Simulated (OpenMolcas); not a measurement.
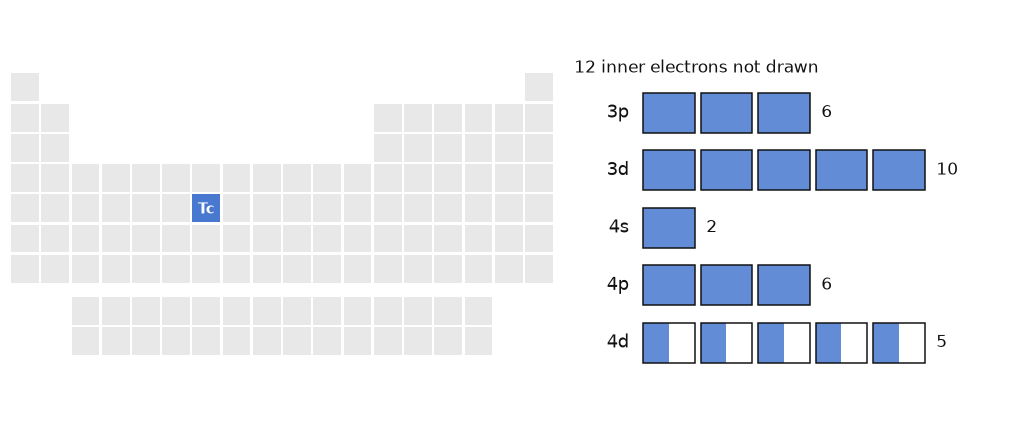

Figure 1. Left, the place of technetium in the periodic table; right, the outer shells of the leading configuration of the lowest level: a box for each of the 2l + 1 orbitals, shaded by the share of the shell that is filled, with the electron count at the right.

Tc²⁺: multiconfigurational calculation

- system: Tc²⁺.
- method: state-averaged SS-CASPT2, IPEA shift 0.2, closed shells 3d 4s 4p correlated, active space 5 electrons in the shell 4d, basis ANO-RCC-VDZP, DKH4 scalar Hamiltonian, spin-orbit coupling by RASSI with atomic mean-field integrals (OpenMolcas)

### The input
```
&GATEWAY
Coord
1

Tc 0.0 0.0 0.0
Basis=ANO-RCC-VDZP
Group=XYZ
NoMove
AngMom=0.0 0.0 0.0
AMFI
&SEWARD
Relativistic=R04O02
&RASSCF
FileOrb=start.orb
Symmetry=1
Spin=6
nActEl=5 0 0
Inactive=9 9
Ras2=5 0
CIRoot=1 1 1
SDav=1
CIMx=300
Iter=120 100
PrWF=0.3
OrbListing=Nothing
MaxOrb=0
Atom
>>> COPY $Project.JobIph JOB001
&RASSCF
FileOrb=start.orb
Symmetry=1
Spin=4
nActEl=5 0 0
Inactive=9 9
Ras2=5 0
CIRoot=24 24 1
SDav=24
CIMx=300
Iter=120 100
PrWF=0.3
OrbListing=Nothing
MaxOrb=0
Atom
CIOnly
>>> COPY $Project.JobIph JOB002
&RASSCF
FileOrb=start.orb
Symmetry=1
Spin=2
nActEl=5 0 0
Inactive=9 9
Ras2=5 0
CIRoot=75 75 1
SDav=75
CIMx=300
Iter=120 100
PrWF=0.3
OrbListing=Nothing
MaxOrb=0
Atom
CIOnly
>>> COPY $Project.JobIph JOB003
&RASSI
NrOfJobIphs=3 1 24 52
1
1 2 3 4 5 6 7 8 9 10 11 12 13 14 15 16 17 18 19 20 21 22 23 24
1 2 3 4 5 6 7 8 9 10 11 12 13 14 15 16 17 18 19 20 21 22 23 24 25 26 27
28 29 30 31 32 33 34 35 36 37 38 39 40 41 42 43 44 45 46 47 48 49 50 51
52
IphNames
JOB001
JOB002
JOB003
EJob
SpinOrbit
DIPRint=1.0
SOCoupling=1000.0
Subsets=2
MEES
Property=10
'ANGMOM' 1 'ANGMOM' 2 'ANGMOM' 3 'MLTPL  1' 1 'MLTPL  1' 2 'MLTPL  1' 3
'AMFI' 1 'AMFI' 2 'AMFI' 3 'MLTPL  2' 6
SOProperty=3
'ANGMOM' 1 'ANGMOM' 2 'ANGMOM' 3
>>> COPY JOB001 $Project.JobIph
&CASPT2
Multistate=1 1
Frozen=3 6
IPEA=0.2
MaxIter=60
WThr=0.0 0.3 0.05
PrWF=0.5
NoMix
>>> COPY JOB002 $Project.JobIph
&CASPT2
Multistate=24 1 2 3 4 5 6 7 8 9 10 11 12 13 14 15 16 17 18 19 20 21 22
23 24
Frozen=3 6
IPEA=0.2
MaxIter=60
WThr=0.0 0.3 0.05
PrWF=0.5
NoMix
>>> COPY JOB003 $Project.JobIph
&CASPT2
Multistate=52 1 2 3 4 5 6 7 8 9 10 11 12 13 14 15 16 17 18 19 20 21 22
23 24 25 26 27 28 29 30 31 32 33 34 35 36 37 38 39 40 41 42 43 44 45 46
47 48 49 50 51 52
Frozen=3 6
IPEA=0.2
MaxIter=60
WThr=0.0 0.3 0.05
PrWF=0.5
NoMix
```

The file start.orb holds starting orbitals from an earlier step. A driver script formed the levels outside the program, from RASSI's spin-orbit matrix and the CASPT2 energies (for multi-state variants, the effective Hamiltonian), averaged over the components of each term or state. The log and the time are those of the CASPT2 step.

Hardware: 1 thread of Arm Neoverse V1, 24 GiB of memory available, shared host.

Launched with:
```bash
OMP_NUM_THREADS=1 MOLCAS_MEM=2252 MOLCAS_PROJECT=a pymolcas a.inp > a.log  # once for each step of the input, in one work folder
```

### Log (extracts)
```
--- CASPT2 ---
Orbital specifications:
      -----------------------

      Symmetry species                           1   2
                                                ag  au
      Frozen orbitals                            3   6
      Inactive orbitals                          6   3
      Active orbitals                            5   0
      Secondary orbitals                         7  13
      Deleted orbitals                           0   0
      Number of basis functions                 21  22
Type of calculation                        SS-CASPT2
      Fock operator                              state-specific
      IPEA shift                                 0.20
      Real shift                                 0.00
      Imaginary shift                            0.00
      The input orbitals will be transformed to quasi-canonical
Reference energy:       -4282.3656448754
      E2 (Non-variational):      -0.2589307376
      E2 (Variational):          -0.2589307081
      Total energy:           -4282.6245755835
      Residual norm:              0.0000003612
      Reference weight:           0.94245
      Contributions to the CASPT2 correlation energy
      Active & Virtual Only:         -0.0542093731
      One Inactive Excited:          -0.1235811873
      Two Inactive Excited:          -0.0811401771
::    CASPT2 Root  1     Total energy:  -4282.62457558
--- CASPT2 ---
Orbital specifications:
      -----------------------

      Symmetry species                           1   2
                                                ag  au
      Frozen orbitals                            3   6
      Inactive orbitals                          6   3
      Active orbitals                            5   0
      Secondary orbitals                         7  13
      Deleted orbitals                           0   0
      Number of basis functions                 21  22
Type of calculation                        MS-CASPT2
      Fock operator                              state-specific
      IPEA shift                                 0.20
      Real shift                                 0.00
      Imaginary shift                            0.00
      The input orbitals will be transformed to quasi-canonical
Reference energy:       -4282.2545775312
      E2 (Non-variational):      -0.2683299196
      E2 (Variational):          -0.2683299780
      Total energy:           -4282.5229075092
      Residual norm:              0.0000005765
      Reference weight:           0.93847
      Contributions to the CASPT2 correlation energy
      Active & Virtual Only:         -0.0567246239
      One Inactive Excited:          -0.1313513471
      Two Inactive Excited:          -0.0802539486
Reference energy:       -4282.2545775312
      E2 (Non-variational):      -0.2677944899
      E2 (Variational):          -0.2677945295
      Total energy:           -4282.5223720607
      Residual norm:              0.0000003878
      Reference weight:           0.93901
      Contributions to the CASPT2 correlation energy
      Active & Virtual Only:         -0.0565647423
      One Inactive Excited:          -0.1310011636
      Two Inactive Excited:          -0.0802285840
::    CASPT2 Root  1     Total energy:  -4282.52290751
::    CASPT2 Root  2     Total energy:  -4282.52237206
::    CASPT2 Root  3     Total energy:  -4282.52221886
::    CASPT2 Root  4     Total energy:  -4282.52231495
::    CASPT2 Root  5     Total energy:  -4282.52236055
::    CASPT2 Root  6     Total energy:  -4282.52266623
::    CASPT2 Root  7     Total energy:  -4282.52236084
::    CASPT2 Root  8     Total energy:  -4282.52240865
::    CASPT2 Root  9     Total energy:  -4282.52237108
::    CASPT2 Root 10     Total energy:  -4282.51201732
::    CASPT2 Root 11     Total energy:  -4282.51188372
::    CASPT2 Root 12     Total energy:  -4282.51196593
::    CASPT2 Root 13     Total energy:  -4282.50454426
::    CASPT2 Root 14     Total energy:  -4282.50446525
::    CASPT2 Root 15     Total energy:  -4282.50442353
::    CASPT2 Root 16     Total energy:  -4282.50454260
::    CASPT2 Root 17     Total energy:  -4282.50451230
::    CASPT2 Root 18     Total energy:  -4282.46018029
::    CASPT2 Root 19     Total energy:  -4282.46119174
::    CASPT2 Root 20     Total energy:  -4282.46079187
::    CASPT2 Root 21     Total energy:  -4282.46107263
::    CASPT2 Root 22     Total energy:  -4282.46107157
::    CASPT2 Root 23     Total energy:  -4282.46055703
::    CASPT2 Root 24     Total energy:  -4282.46021915
::    MS-CASPT2 Root  1     Total energy:  -4282.52331489
::    MS-CASPT2 Root  2     Total energy:  -4282.52304140
::    MS-CASPT2 Root  3     Total energy:  -4282.52275666
::    MS-CASPT2 Root  4     Total energy:  -4282.52264351
::    MS-CASPT2 Root  5     Total energy:  -4282.52258440
::    MS-CASPT2 Root  6     Total energy:  -4282.52223836
--- CASPT2 ---
Orbital specifications:
      -----------------------

      Symmetry species                           1   2
                                                ag  au
      Frozen orbitals                            3   6
      Inactive orbitals                          6   3
      Active orbitals                            5   0
      Secondary orbitals                         7  13
      Deleted orbitals                           0   0
      Number of basis functions                 21  22
Type of calculation                        MS-CASPT2
      Fock operator                              state-specific
      IPEA shift                                 0.20
      Real shift                                 0.00
      Imaginary shift                            0.00
      The input orbitals will be transformed to quasi-canonical
Reference energy:       -4282.2065203971
      E2 (Non-variational):      -0.2679374106
      E2 (Variational):          -0.2679374506
      Total energy:           -4282.4744578477
      Residual norm:              0.0000003971
      Reference weight:           0.93950
      Contributions to the CASPT2 correlation energy
      Active & Virtual Only:         -0.0525691355
      One Inactive Excited:          -0.1395120643
      Two Inactive Excited:          -0.0758562109
Reference energy:       -4282.2065203971
      E2 (Non-variational):      -0.2667611871
      E2 (Variational):          -0.2667612125
      Total energy:           -4282.4732816096
      Residual norm:              0.0000002519
      Reference weight:           0.94027
      Contributions to the CASPT2 correlation energy
      Active & Virtual Only:         -0.0520237116
      One Inactive Excited:          -0.1390331838
      Two Inactive Excited:          -0.0757042917
::    CASPT2 Root  1     Total energy:  -4282.47445785
::    CASPT2 Root  2     Total energy:  -4282.47328161
::    CASPT2 Root  3     Total energy:  -4282.47311844
::    CASPT2 Root  4     Total energy:  -4282.47313416
::    CASPT2 Root  5     Total energy:  -4282.47335990
::    CASPT2 Root  6     Total energy:  -4282.47412006
::    CASPT2 Root  7     Total energy:  -4282.47367003
::    CASPT2 Root  8     Total energy:  -4282.47333266
::    CASPT2 Root  9     Total energy:  -4282.47344769
::    CASPT2 Root 10     Total energy:  -4282.47331854
::    CASPT2 Root 11     Total energy:  -4282.47337511
::    CASPT2 Root 12     Total energy:  -4282.47337759
::    CASPT2 Root 13     Total energy:  -4282.47341688
::    CASPT2 Root 14     Total energy:  -4282.46465768
::    CASPT2 Root 15     Total energy:  -4282.46457655
::    CASPT2 Root 16     Total energy:  -4282.46460012
::    CASPT2 Root 17     Total energy:  -4282.46463929
::    CASPT2 Root 18     Total energy:  -4282.46458362
::    CASPT2 Root 19     Total energy:  -4282.45967643
::    CASPT2 Root 20     Total energy:  -4282.45937794
::    CASPT2 Root 21     Total energy:  -4282.45939573
::    CASPT2 Root 22     Total energy:  -4282.45942613
::    CASPT2 Root 23     Total energy:  -4282.45988857
::    CASPT2 Root 24     Total energy:  -4282.45943435
::    CASPT2 Root 25     Total energy:  -4282.45942555
::    CASPT2 Root 26     Total energy:  -4282.44425086
::    CASPT2 Root 27     Total energy:  -4282.44424715
::    CASPT2 Root 28     Total energy:  -4282.44414063
::    CASPT2 Root 29     Total energy:  -4282.44421233
::    CASPT2 Root 30     Total energy:  -4282.44424654
```

### Spin-orbit levels, grouped by J and assigned

```tsv
Configuration	Level	E (cm⁻¹)	LS purity (%)	Landé g
4d⁵	⁶S₅/₂	0	99	2.000
4d⁵	⁴G₅/₂	22,220	97	0.584
4d⁵	⁴G₇/₂	22,390	98	0.988
4d⁵	⁴G₁₁/₂	22,440	99	1.272
4d⁵	⁴G₉/₂	22,490	99	1.172
4d⁵	⁴P₅/₂	23,850	73	1.530
4d⁵	⁴P₃/₂	24,150	77	1.610
4d⁵	⁴P₁/₂	24,630	88	2.355
4d⁵	⁴D₇/₂	26,300	98	1.423
4d⁵	⁴D₁/₂	26,770	88	0.313
4d⁵	⁴D₃/₂	27,120	77	1.314
4d⁵	⁴D₅/₂	27,150	75	1.418
4d⁵	²I₁₁/₂	32,950	95	0.932
4d⁵	²I₁₃/₂	33,320	100	1.077
4d⁵	²D₅/₂	33,820	57	1.079
4d⁵	²D₃/₂	34,610	68	0.679
4d⁵	⁴F₇/₂	35,750	67	1.196
4d⁵	⁴F₉/₂	35,790	90	1.310
4d⁵	⁴F₅/₂	36,140	88	1.015
4d⁵	²F₇/₂	36,670	70	1.169
4d⁵	⁴F₃/₂	36,920	68	0.531
4d⁵	J = 5/2 (even, mixed)	38,470	53	0.999
4d⁵	²H₉/₂	38,890	59	1.007
4d⁵	²G₇/₂	40,060	94	0.905
4d⁵	²H₁₁/₂	40,260	94	1.084
4d⁵	²G₉/₂	41,130	56	1.038
```

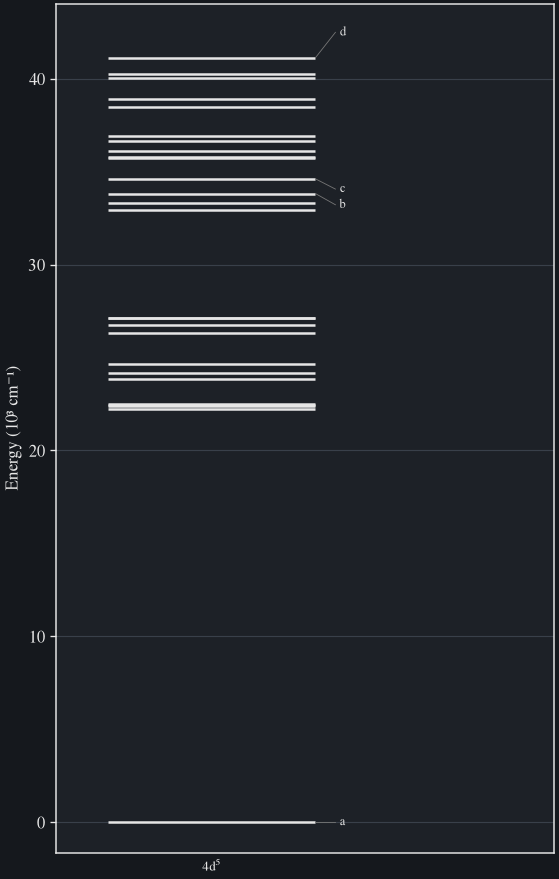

Figure 2. The lowest computed levels of Tc III (Tc²⁺), 4 of them lettered. a: 4d⁵ ⁶S₅/₂ at 0; b: 4d⁵ ²D₅/₂ at 33,800 cm⁻¹; c: 4d⁵ ²D₃/₂ at 34,600 cm⁻¹; d: 4d⁵ ²G₉/₂ at 41,100 cm⁻¹.

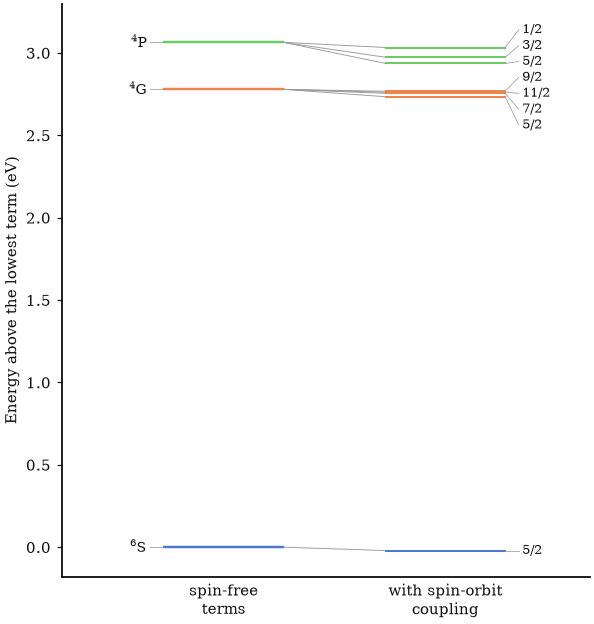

Figure 3. Terms of Tc²⁺ (technetium, Z = 43) without and with spin-orbit coupling; numbers at the right are J. ⁶S (at 0) gives the one level J = 5/2; ⁴G (at 2.78 eV) splits over 0.0333 eV into J = 5/2, 7/2, 11/2, 9/2 from the bottom up (irregular); ⁴P (at 3.06 eV) splits over 0.0969 eV into J = 5/2, 3/2, 1/2 from the bottom up (inverted). The ground level lies 0.0206 eV below the lowest term.

### Results in brief

- outcome: converged; degenerate states are split by up to 294 cm⁻¹
- lowest level: 4d⁵ ⁶S₅/₂
- first excited level: 4d⁵ ⁴G₅/₂, 22,219 cm⁻¹
- energy of the lowest spin-free term: −4282.62458 hartree
- energy of the lowest spin-orbit level: −4282.62533 hartree
- CASPT2 correlation energy: −0.2589 hartree
- largest spread among components of a term: 294.0 cm⁻¹
- lowest reference weight: 0.930
- wall time: 13 s

### Remarks

The components of ²I, which symmetry makes degenerate, are split by 294 cm⁻¹ in CASPT2, and those of 6 more by over 50 cm⁻¹. This is an artefact; the levels of such states rest on averages and are uncertain by about as much. The run is of multi-state type; this report uses its single-state energies. Limits: only configurations of the active space are included; spin-free states above about 52,000 cm⁻¹ are left out of the spin-orbit step.
